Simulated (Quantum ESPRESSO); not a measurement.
# LaS (Fm-3m): phonons by linear response, part 3 of 3

How does LaS (Fm-3m) vibrate, and is this structure a minimum?

Quantum ESPRESSO 7.5; DFT LDA, scalar-relativistic, plane waves, GBRV ultrasoft pseudopotentials.

So far, highest frequency (cm⁻¹): step 7 (dispersion) 276. The relaxed cell has a = 5.769 Å (conventional setting).

## 9. Modes with the sum rule

A rigid shift of the crystal must cost nothing, but grids and finite bases break this; the acoustic sum rule is imposed before the matrix is diagonalised again.

The input, dynmat.in:

```
&input
   fildyn = 'x.dyn1'
   asr = 'simple'
   fileig = 'dynmat.eig'
/
```

The run is started by

```sh
> dynmat.x -in dynmat.in > dynmat.out
```

The log of the run:

```text
[banner, memory and clock lines left out]
Program DYNMAT v.7.5

     Reading Dynamical Matrix from file x.dyn1
     ...Force constants read
     ...epsilon and Z* not read (not found on file)
     A direction for q was not specified:TO-LO splitting will be absent

     Polarizability (A^3 units)
     multiply by 1.000000 for Clausius-Mossotti correction
         0.000000    0.000000    0.000000
         0.000000    0.000000    0.000000
         0.000000    0.000000    0.000000

     IR activities are in (D/A)^2/amu units

# mode   [cm-1]    [THz]      IR
    1     -0.00   -0.0000    0.0000
    2     -0.00   -0.0000    0.0000
    3      0.00    0.0000    0.0000
    4    275.89    8.2710    0.0000
    5    275.89    8.2710    0.0000
    6    275.89    8.2710    0.0000
```

Wall time 0.48 s (1 thread of Arm Neoverse N1, shared host).

Numbers from this step:

```
highest optical zone-centre mode (no LO-TO term) : 275.9 cm⁻¹
lowest optical zone-centre mode                  : 275.9 cm⁻¹
```

Unit eigenvectors of the mass-weighted matrix after the sum rule; no LO-TO term. Modes at Γ, with each element's share of the kinetic energy:

```
mode  frequency (cm⁻¹)  symmetry  La %  S %
   1               0.0  acoustic    81   19
   2               0.0  acoustic    81   19
   3               0.0  acoustic    81   19
   4             275.9       T1u    19   81
   5             275.9       T1u    19   81
   6             275.9       T1u    19   81
```

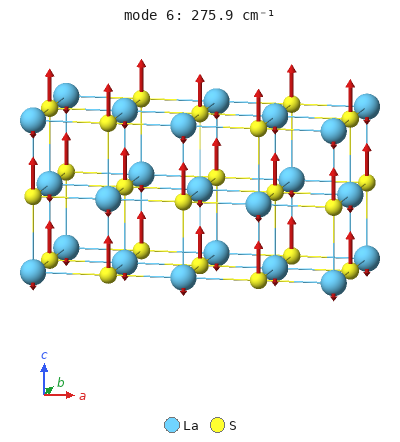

Displacement patterns of mode 6 at Γ; arrows are exaggerated. 2×1×1 conventional cells are drawn. Some periodic images of atoms are drawn too.

The rule moves no optical mode by more than 0.1 cm⁻¹.

## 10. Sum rules set otherwise (asr no)

Without the rule the raw error of the acoustic modes shows.

The input, dynmat.in:

```
&input
   fildyn = 'x.dyn1'
   asr = 'no'
   fileig = 'dynmat.eig'
/
```

The run is started by

```sh
> dynmat.x -in dynmat.in > dynmat.out
```

The log of the run:

```text
[banner, memory and clock lines left out]
Program DYNMAT v.7.5

     Reading Dynamical Matrix from file x.dyn1
     ...Force constants read
     ...epsilon and Z* not read (not found on file)
     A direction for q was not specified:TO-LO splitting will be absent

     Polarizability (A^3 units)
     multiply by 1.000000 for Clausius-Mossotti correction
         0.000000    0.000000    0.000000
         0.000000    0.000000    0.000000
         0.000000    0.000000    0.000000

     IR activities are in (D/A)^2/amu units

# mode   [cm-1]    [THz]      IR
    1     -4.59   -0.1376    0.0000
    2     -4.59   -0.1376    0.0000
    3     -4.59   -0.1376    0.0000
    4    275.80    8.2682    0.0000
    5    275.80    8.2682    0.0000
    6    275.80    8.2682    0.0000
```

The job ended after 0.48 s (1 thread).

Read from the output:

- highest optical zone-centre mode (no LO-TO term): 275.8 cm⁻¹
- lowest optical zone-centre mode: 275.8 cm⁻¹

Zone-centre frequencies as printed; negative means imaginary. Modes:

| mode | frequency (cm⁻¹) |
| --- | --- |
| 1 | -4.59 |
| 2 | -4.59 |
| 3 | -4.59 |
| 4 | 275.8 |
| 5 | 275.8 |
| 6 | 275.8 |

Against the first rule no mode moves by more than 4.6 cm⁻¹.

## 11. Sum rules set otherwise (asr crystal)

The rule can be imposed in more than one way; the choices should agree where the raw error is small.

The input, dynmat.in:

```
&input
   fildyn = 'x.dyn1'
   asr = 'crystal'
   fileig = 'dynmat.eig'
/
```

The run is started by

```sh
> dynmat.x -in dynmat.in > dynmat.out
```

The log of the run:

```text
[banner, memory and clock lines left out]
Program DYNMAT v.7.5

     Reading Dynamical Matrix from file x.dyn1
     ...Force constants read
     ...epsilon and Z* not read (not found on file)
     Acoustic Sum Rule: || Z*(ASR) - Z*(orig)|| =    0.000000E+00
     Acoustic Sum Rule: ||dyn(ASR) - dyn(orig)||=    2.375863E-04
     A direction for q was not specified:TO-LO splitting will be absent

     Polarizability (A^3 units)
     multiply by 1.000000 for Clausius-Mossotti correction
         0.000000    0.000000    0.000000
         0.000000    0.000000    0.000000
         0.000000    0.000000    0.000000

     IR activities are in (D/A)^2/amu units

# mode   [cm-1]    [THz]      IR
    1     -0.00   -0.0000    0.0000
    2     -0.00   -0.0000    0.0000
    3      0.00    0.0000    0.0000
    4    275.83    8.2691    0.0000
    5    275.83    8.2691    0.0000
    6    275.83    8.2691    0.0000
```

Run time: 0.48 s. Hardware: 1 thread.

Zone-centre frequencies as printed; negative means imaginary. Modes:

```csv
mode,frequency (cm⁻¹)
1,0
2,0
3,0
4,275.8
5,275.8
6,275.8
```

Against the first rule no mode moves by more than 0.1 cm⁻¹.

## 12. The dispersion under another sum rule (asr no)

The sum rule corrects the force constants themselves, so it can shift branches at any wavevector, low ones most.

The input, matdyn.in:

```
&input
   asr = 'no'
   flfrc = 'x.fc'
   flfrq = 'x.freq'
   flvec = 'x.modes'
   q_in_band_form = .true.
   q_in_cryst_coord = .true.
/
8
  0.0000000   0.0000000   0.0000000   8  ! GAMMA
 -0.0000000   0.5000000   0.5000000   8  ! X
 -0.0000000   0.6250000   0.3750000   1  ! U
 -0.3750000   0.3750000  -0.0000000   8  ! K
  0.0000000   0.0000000   0.0000000   8  ! GAMMA
 -0.0000000   0.5000000   0.0000000   8  ! L
 -0.2500000   0.5000000   0.2500000   8  ! W
 -0.0000000   0.5000000   0.5000000   1  ! X
```

The run is started by

```sh
> matdyn.x -in matdyn.in > matdyn.out
```

The log of the run:

```text
[banner, memory and clock lines left out]
Program MATDYN v.7.5

 mass for atomic type   1 not given; uses mass from file x.fc
 mass for atomic type   2 not given; uses mass from file x.fc
     Message from routine matdyn:
     Z* not found in file x.fc, TO-LO splitting at q=0 will be absent!
     Message from routine matdyn:
     Z* not found in file x.fc, TO-LO splitting at q=0 will be absent!

Note: The following floating-point exceptions are signalling: IEEE_UNDERFLOW_FLAG
```

Wall time 0.49 s (1 thread).

Numbers from this step:

```
lowest frequency on the path : -4.590 cm⁻¹
```

Matdyn.x, sum rule no. The phonon branches at the labelled points (cm⁻¹):

```
    point  branch 1  branch 2  branch 3  branch 4  branch 5  branch 6
        Γ        -5        -5        -5       276       276       276
        X        87        87       104       259       259       259
        U        97       107       107       254       258       264
jump to K        97       107       107       254       258       264
        Γ        -5        -5        -5       276       276       276
        L       114       116       116       257       257       271
        W        94        94       124       248       264       264
        X        87        87       104       259       259       259
```

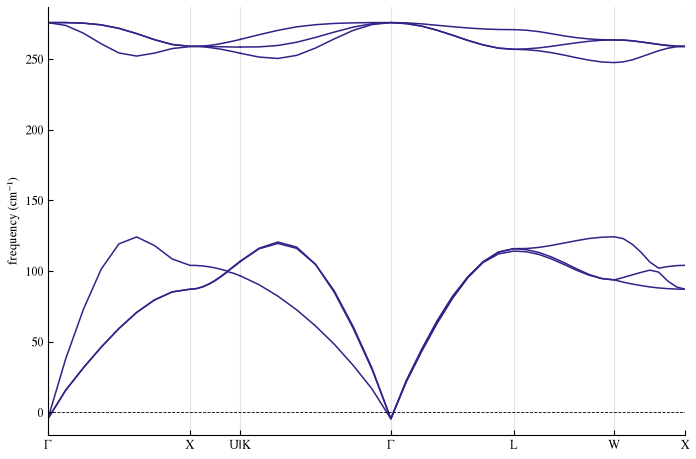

Phonon branches along the path.

At the labelled points the branches move by no more than 4.7 cm⁻¹.

## 13. A changed mass

Force constants don't depend on the masses, so an isotope effect costs no new response.

The input, matdyn.in:

```
&input
   asr = 'simple'
   flfrc = 'x.fc'
   flfrq = 'x.freq'
   flvec = 'x.modes'
   q_in_band_form = .true.
   q_in_cryst_coord = .true.
   amass(1) = 138.905
   amass(2) = 64.12
/
8
  0.0000000   0.0000000   0.0000000   8  ! GAMMA
 -0.0000000   0.5000000   0.5000000   8  ! X
 -0.0000000   0.6250000   0.3750000   1  ! U
 -0.3750000   0.3750000  -0.0000000   8  ! K
  0.0000000   0.0000000   0.0000000   8  ! GAMMA
 -0.0000000   0.5000000   0.0000000   8  ! L
 -0.2500000   0.5000000   0.2500000   8  ! W
 -0.0000000   0.5000000   0.5000000   1  ! X
```

The run is started by

```sh
> matdyn.x -in matdyn.in > matdyn.out
```

The log of the run:

```text
[banner, memory and clock lines left out]
Program MATDYN v.7.5

     Message from routine matdyn:
     Z* not found in file x.fc, TO-LO splitting at q=0 will be absent!
     Message from routine matdyn:
     Z* not found in file x.fc, TO-LO splitting at q=0 will be absent!

Note: The following floating-point exceptions are signalling: IEEE_UNDERFLOW_FLAG
```

It took 0.48 s on 1 thread.

Read from the output:

```
lowest frequency on the path : 0 cm⁻¹
```

Matdyn.x, sum rule simple. Phonon branches along the path, in cm⁻¹:

```csv
point,branch 1,branch 2,branch 3,branch 4,branch 5,branch 6
Γ,0,0,0,213,213,213
X,81,81,98,195,198,198
U,91,102,103,188,191,198
jump to K,91,102,103,188,191,198
Γ,0,0,0,213,213,213
L,114,116,116,182,182,192
W,88,88,124,175,198,198
X,81,81,98,195,198,198
```

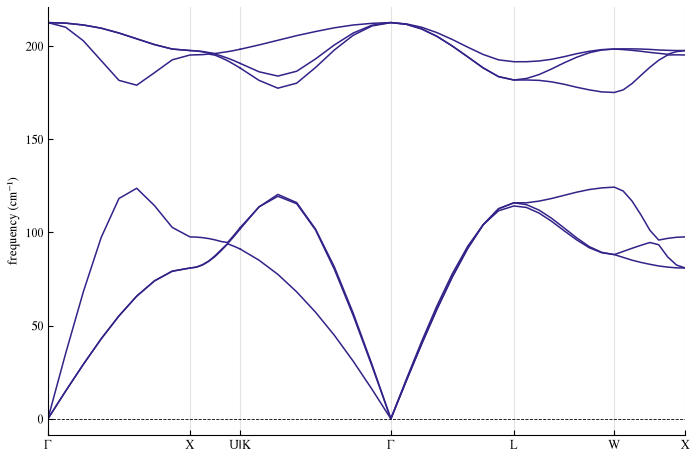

Phonon branches along the path.

The top of the path falls from 276 to 213 cm⁻¹, a ratio of 0.77; a mode of that atom alone would give 0.71.

## 14. Forces on displaced supercells

Forces on all atoms of a supercell with one atom moved give a row of the force constants; symmetry keeps the number of cells small.

phonopy's generate_displacements, with the cell and distance of the script printed below, gave the displaced supercells; each was written as a pw.x input.

The input, disp-001.in:

```
&control
   calculation = 'scf'
   prefix = 'x'
   outdir = './tmp'
   pseudo_dir = './pseudo'
   tprnfor = .true.
/
&system
   ibrav = 0
   nat = 16
   ntyp = 2
   ecutwfc = 40.0
   ecutrho = 240.0
   occupations = 'smearing'
   smearing = 'mv'
   degauss = 0.02
/
&electrons
   conv_thr = 1.0d-10
   mixing_beta = 0.7
   electron_maxstep = 100
/
ATOMIC_SPECIES
 La    138.9055  La.upf
 S      32.0600  S.upf
CELL_PARAMETERS angstrom
    -5.768816899    0.000000000    5.768816899
     0.000000000    5.768816899    5.768816899
    -5.768816899    5.768816899    0.000000000
ATOMIC_POSITIONS crystal
 La     0.001225740   0.000000000   0.000000000
 La     0.500000000   0.000000000   0.000000000
 La     0.000000000   0.500000000   0.000000000
 La     0.500000000   0.500000000   0.000000000
 La     0.000000000   0.000000000   0.500000000
 La     0.500000000   0.000000000   0.500000000
 La     0.000000000   0.500000000   0.500000000
 La     0.500000000   0.500000000   0.500000000
 S      0.250000000   0.250000000   0.250000000
 S      0.750000000   0.250000000   0.250000000
 S      0.250000000   0.750000000   0.250000000
 S      0.750000000   0.750000000   0.250000000
 S      0.250000000   0.250000000   0.750000000
 S      0.750000000   0.250000000   0.750000000
 S      0.250000000   0.750000000   0.750000000
 S      0.750000000   0.750000000   0.750000000
K_POINTS automatic
 6 6 6 0 0 0
```

The run is started by

```sh
> OMP_NUM_THREADS=1 pw.x -in disp-001.in > disp-001.out
```

The log of the run:

```text
[banners, grids, parts of the stress and lines that vanish by symmetry left out]
[banner, memory and clock lines left out]
Program PWSCF v.7.5

[...]
kinetic-energy cutoff     =      40.0000  Ry
     charge density cutoff     =     240.0000  Ry
     scf convergence threshold =      1.0E-10
[...]
Exchange-correlation=  SLA  PZ   NOGX NOGC
                           (   1   1   0   0   0   0   0)
[...]
4 Sym. Ops. (no inversion) found
[...]
number of k points=    46  Marzari-Vanderbilt smearing, width (Ry)=  0.0200
[...]
c_bands:  1 eigenvalues not converged
     c_bands:  3 eigenvalues not converged
     c_bands:  1 eigenvalues not converged
     c_bands:  4 eigenvalues not converged
[...]
c_bands:  2 eigenvalues not converged
     c_bands:  1 eigenvalues not converged
[...]
estimated scf accuracy    <       0.00001858 Ry

     iteration # 13     ecut=    40.00 Ry     beta= 0.70

[key lines of the parts left out:]
total energy              =   -1013.09531302 Ry
```

The job ended after 76 min (1 thread).

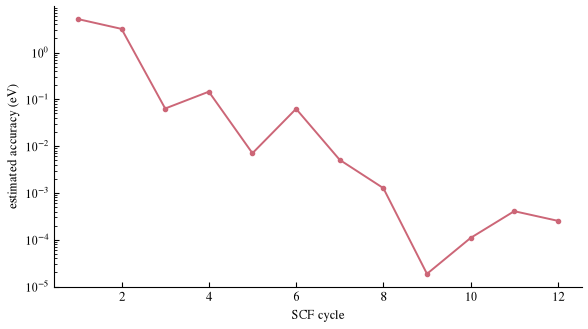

Estimated accuracy by cycle in this run.

The run was cut off at its time limit.

## 15. Forces on displaced supercells

disp-002.in, as its differences from disp-001.in of step 14:

```diff
@@ -30,3 +30,3 @@
 ATOMIC_POSITIONS crystal
- La     0.001225740   0.000000000   0.000000000
+ La     0.000000000   0.000000000   0.000000000
  La     0.500000000   0.000000000   0.000000000
@@ -38,3 +38,3 @@
  La     0.500000000   0.500000000   0.500000000
- S      0.250000000   0.250000000   0.250000000
+ S      0.251225740   0.250000000   0.250000000
  S      0.750000000   0.250000000   0.250000000
```

The run is started by

```sh
> OMP_NUM_THREADS=1 pw.x -in disp-002.in > disp-002.out
```

The log of the run:

```text
[banners, grids, parts of the stress and lines that vanish by symmetry left out]
[banner, memory and clock lines left out]
Program PWSCF v.7.5

[...]
kinetic-energy cutoff     =      40.0000  Ry
     charge density cutoff     =     240.0000  Ry
     scf convergence threshold =      1.0E-10
[...]
Exchange-correlation=  SLA  PZ   NOGX NOGC
                           (   1   1   0   0   0   0   0)
[...]
4 Sym. Ops. (no inversion) found ( 2 have fractional translation)
[...]
number of k points=    46  Marzari-Vanderbilt smearing, width (Ry)=  0.0200
[...]
c_bands:  4 eigenvalues not converged
     c_bands:  4 eigenvalues not converged
     c_bands:  1 eigenvalues not converged
     c_bands:  4 eigenvalues not converged
[...]
c_bands:  1 eigenvalues not converged
     c_bands:  1 eigenvalues not converged
[...]
estimated scf accuracy    <       0.00000001 Ry

     iteration # 13     ecut=    40.00 Ry     beta= 0.70

[key lines of the parts left out:]
total energy              =   -1013.09531787 Ry
```

Run time: 76 min. Hardware: 1 thread.

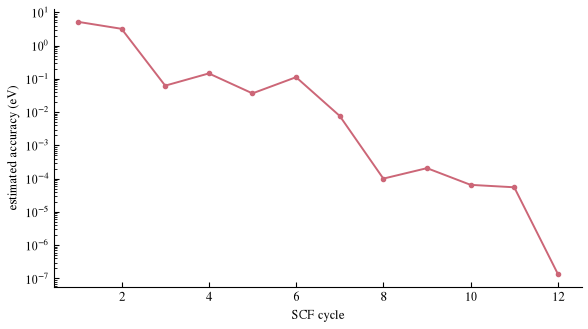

Estimated accuracy by cycle in this run.

The run was cut off at its time limit.

## 16. Outcome

| Item | Value |
| --- | --- |
| space group after relaxation | Fm-3m |
| volume per atom | 24.0 Å³ |
| highest optical zone-centre mode (no LO-TO term) | 275.9 cm⁻¹ |
| q mesh | 2×2×2 |
| lowest mode on the q mesh (acoustic ones at the zone centre apart) | 87.1 cm⁻¹ |
| zero-point energy per atom | 33.5 meV |
| heat capacity at 300 K | 23.2 J/(mol atoms K) |
| vibrational entropy at 300 K | 32.7 J/(mol atoms K) |
| imaginary modes on the q mesh | none |

In words: LaS (Fm-3m) is dynamically stable on the 2×2×2 mesh; its spectrum reaches 276 cm⁻¹. At the LDA level the optical modes of LaS (Fm-3m) at the zone centre lie at 276 cm⁻¹. These are harmonic frequencies at zero temperature: anharmonic shifts and linewidths and thermal expansion are left out. Spin-orbit coupling is left out, which can matter for the heavy elements here. In a metal the frequencies hang on the k mesh and the smearing, most of all near Kohn anomalies. The runs are without spin polarisation, although the cell has an odd electron count or an open d or f shell, so a magnetic state was not tested. The q mesh stands for a supercell only 8.2 Å across, so branches between the solved wavevectors are rough.

[Host names and launcher messages were left out of these logs when they were recorded.]

[Logs are printed without paths, hosts, clocks, repeated set-up lines and the standing remarks that a program may print on its own settings, such as how far it seeks lower states.]

[Hosts, paths, dates, database ids (printed as entryN), source tags and the programs' standing remarks are cut or masked in the printed files.]
